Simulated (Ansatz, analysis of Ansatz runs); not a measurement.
# Migration in CaLa2S4 (I-42d): V_S hop (3.3 Å), charge +2, part 2 of 3

Aim: the barrier of one jump in CaLa2S4 (I-42d) at charge +2: V_S hop (3.3 Å). The model is a cell of 56 host atoms with 1 S taken out; S is the atom that moves.

Ansatz 0.2.0; plane-wave PAW DFT, PBEsol; nudged elastic band between two relaxed defect structures at fixed charge in a uniform background.

So far: Set-up; Relaxation of the start point, charge +2.

**3. Relaxation of the end point, charge +2**

Level of this step: plane-wave PAW DFT, PBEsol; relaxation of all atoms of a defect supercell at fixed charge in a uniform background (Ansatz).

The end point is relaxed in the same cell and settings, so that the two energies compare. Atoms more than 3.2 Å from the middle of the hop start where the first relaxation left them, the nearer ones on or close to their ideal places, with small random displacements.

Contents of qp2_c56k1s.end/input.yaml:

```yaml
crystal:
  lattice:
    - [0.0, 8.54729057, 8.59293812]
    - [8.54729057, 0.0, 8.59293812]
    - [8.54729057, 8.54729057, 0.0]
  atoms:
    - { symbol: Ca, position: [0.00180045, 7.77e-06, -0.00088031] }
    - { symbol: Ca, position: [0.24827296, 0.25008787, 0.25178205] }
    - { symbol: Ca, position: [0.50568992, 0.48880301, 0.49223847] }
[... 4 atom lines left out ...]
    - { symbol: Ca, position: [0.87100227, 0.3756745, 0.62497605] }
[... 6 atom lines left out ...]
    - { symbol: La, position: [0.6272161, 0.7477839, 0.5022161] }
[... 2 atom lines left out ...]
    - { symbol: La, position: [0.3727839, 0.7522161, 0.8772161] }
[... 3 atom lines left out ...]
    - { symbol: La, position: [0.4977839, 0.3772161, 0.8727839] }
[... 3 atom lines left out ...]
    - { symbol: S, position: [0.27590996, 0.52912211, 0.04314451] }
[... 7 atom lines left out ...]
    - { symbol: S, position: [0.403373, 0.65096, 0.668522] }
[... 1 atom line left out ...]
    - { symbol: S, position: [0.17657803, 0.87537336, 0.76051477] }
[... 5 atom lines left out ...]
    - { symbol: S, position: [0.67341947, 0.27445045, 0.65105499] }
[... 3 atom lines left out ...]
    - { symbol: S, position: [0.52597686, 0.92404412, 0.65185491] }
[... 2 atom lines left out ...]
    - { symbol: S, position: [0.30680017, 0.42679705, 0.76533931] }
[... 5 atom lines left out ...]
    - { symbol: S, position: [0.77445485, 0.52564801, 0.40152045] }
total_charge: 2
basis:
  ecutwfc: 420
  xc_grid: 2
hamiltonian:
  xc: pbesol
kpoints:
  mp_grid: { grid: [1, 1, 1], shift: [0.25, 0.25, 0.25] }
scf:
  occupations: { method: fixed }
  max_iter: 120
output:
  forces: true
relax:
  f_tol: 0.02
  max_steps: 70
  random_displacement: { amplitude: 0.01, seed: 1121 }
```

Started as:

```bash
ansatz run input.yaml --threads 32 --pin off --max-ram 84787MiB --backend cuda --events-out ev --progress --plain --runs-dir out --max-vram 78GiB
```

Numbers of over 12 decimals in the logs are rounded to 6 here.

Output:

```text
[...]
Crystal: 55 atoms, lattice volume = 1255.534 Å³
Basis set: ecut = 420 eV, 24517 PW (Γ), exchange–correlation on 180×180×162 points (8 copies of the dense FFT grid, shifted against one another)
Bands: 275, of which v1, the nominal top of the filled ones, is band 220 counted from 1 (219 counted from 0)
Symmetry: 1 space group operations
k-points: 1
[...]
SCF iter   1: F=—  HF=-140502.610350 eV  |F-HF|=—  |Δ(HF+E_count)|=         —  Δρ=6.51e-3  dr2=2.09e0  ethr=1.77e-3  ⟨swp⟩=6.0  Hψ=899  notcnv=0  defer=50
[...]
SCF iter   2: F=—  HF=-140502.232574 eV  |F-HF|=—  |Δ(HF+E_count)|=   3.78e-1  Δρ=3.09e-3  dr2=4.18e-1  ethr=4.76e-4  ⟨swp⟩=4.0  Hψ=356  notcnv=0  defer=53
[...]
SCF iter   7: F=-140502.138819 eV  HF=-140502.138820 eV  |F-HF|=1.50e-6  |Δ(HF+E_count)|=   2.06e-5  Δρ=1.77e-5  dr2=7.10e-6  ethr=2.27e-9  ⟨swp⟩=3.0  Hψ=1141  notcnv=0
[...]
SCF converged after 6 iterations
[...]
max |Σ_I F_I| component: 3.89e-5 eV/Å
--- Relaxed structure (5 steps of the walk, 5 accepted, 0 SCFs on fresh bases) ---
  F+E_penalty+E_count = -140504.17294326 eV   max|allowed force component| = 9.746e-3 eV/Å
  atoms:
    - { symbol: Ca, position: [-0.001156, 0.001368, -0.000988] }
    - { symbol: Ca, position: [0.247015, 0.249047, 0.252786] }
    - { symbol: Ca, position: [0.502823, 0.499432, 0.501019] }
    [... 4 atoms left out ...]
    - { symbol: Ca, position: [0.888141, 0.366647, 0.613586] }
    [... 6 atoms left out ...]
    - { symbol: La, position: [0.628887, 0.761161, 0.485473] }
    [... 2 atoms left out ...]
    - { symbol: La, position: [0.357430, 0.763087, 0.880101] }
    [... 3 atoms left out ...]
    - { symbol: La, position: [0.490652, 0.368626, 0.882218] }
    [... 3 atoms left out ...]
    - { symbol: S, position: [0.272541, 0.527291, 0.048512] }
    [... 7 atoms left out ...]
    - { symbol: S, position: [0.430753, 0.638438, 0.682645] }
    [... 7 atoms left out ...]
    - { symbol: S, position: [0.673865, 0.275900, 0.650742] }
    [... 3 atoms left out ...]
    - { symbol: S, position: [0.527027, 0.918182, 0.653012] }
    [... 8 atoms left out ...]
    - { symbol: S, position: [0.776070, 0.525477, 0.399829] }
```

Run time: 3.2 s. Hardware: 1 × NVIDIA GB200 with 32 threads of Arm Neoverse V2, shared host; peak memory 1.4 GiB; 13 s of CPU time.

Step by step:

| step | energy less that of the first step (eV) | largest force component (eV/Å) |
| --- | --- | --- |
| 1 | 0.0000 | 1.6291 |
| 2 | -1.5827 | 0.6586 |
| 3 | -2.0102 | 0.1470 |
| 4 | -2.0331 | 0.0254 |
| 5 | -2.0341 | 0.0097 |

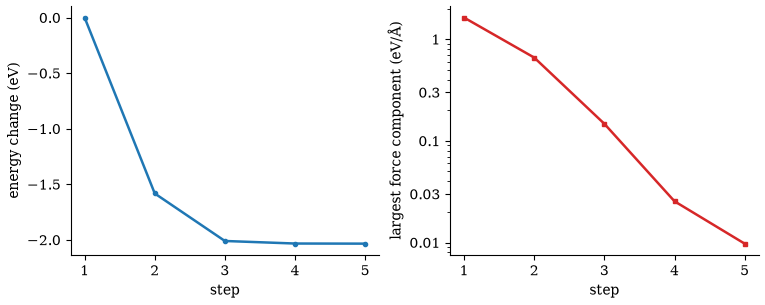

Energy and largest force along the relaxation.

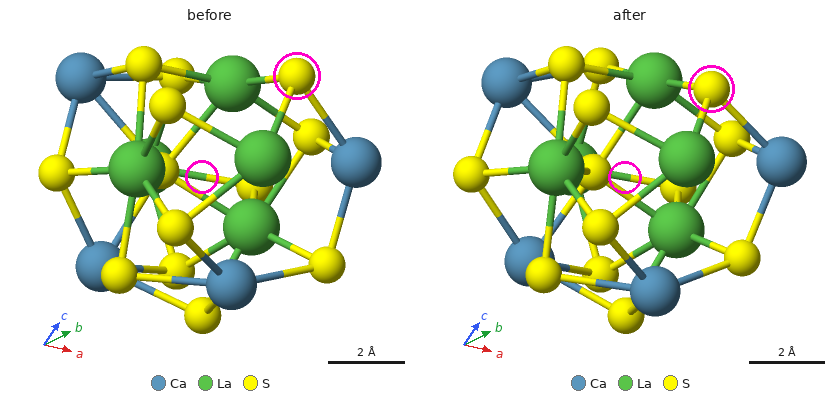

Before and after: the atoms that start within 5 Å of the centre. S50, which moves most, is ringed if it is among them. A ring with no atom in it marks the empty centre.

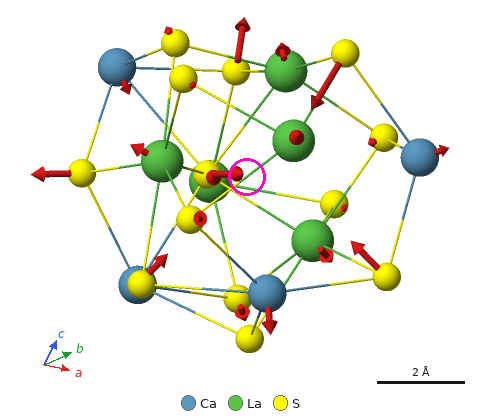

Displacements in the relaxation from the typed sites near the centre, exaggerated; the longest in the cell stands for 0.38 Å. A ring marks the centre wherever it is empty.

The atoms that moved most (Å, from the sites as typed, ahead of the random displacement):

```csv
atom,dx,dy,dz,length
S50,-0.341,-0.160,-0.041,0.379
S34,0.015,0.355,0.128,0.378
S36,0.328,-0.156,-0.036,0.365
S49,-0.113,0.012,-0.256,0.280
S39,0.104,0.005,-0.246,0.267
Ca8,-0.174,0.050,0.070,0.194
Ca3,0.167,0.051,0.067,0.187
La15,-0.028,-0.128,0.129,0.184
```

Neighbours of S34 at the end:

| atom | distance (Å) |
| --- | --- |
| La15 | 2.830 |
| La22 | 2.921 |
| Ca3 | 2.953 |
| La18 | 2.983 |
| La10 | 3.141 |
| Ca5 | 3.347 |
| S49 | 3.384 |
| S36 | 3.451 |

This step gave:

```
free energy                                                                                       : -140504.1729 eV
r.m.s. move of the farther half of the atoms                                                      : 0.02959 Å
largest move from the ideal geometry of this structure, a common shift of the far atoms taken out : 0.3867 Å
```

The relaxation gained 2.034 eV and ended with a largest force component of 0.0097 eV/Å. The end lies 0.007 eV below the start.

(Continued in part 3 of 3.)

[Logs are printed without paths, hosts, clocks, repeated set-up lines and the standing remarks that a program may print on its own settings, such as how far it seeks lower states.]

[Hosts, paths, dates, database ids (printed as entryN), source tags and the programs' standing remarks are cut or masked in the printed files.]
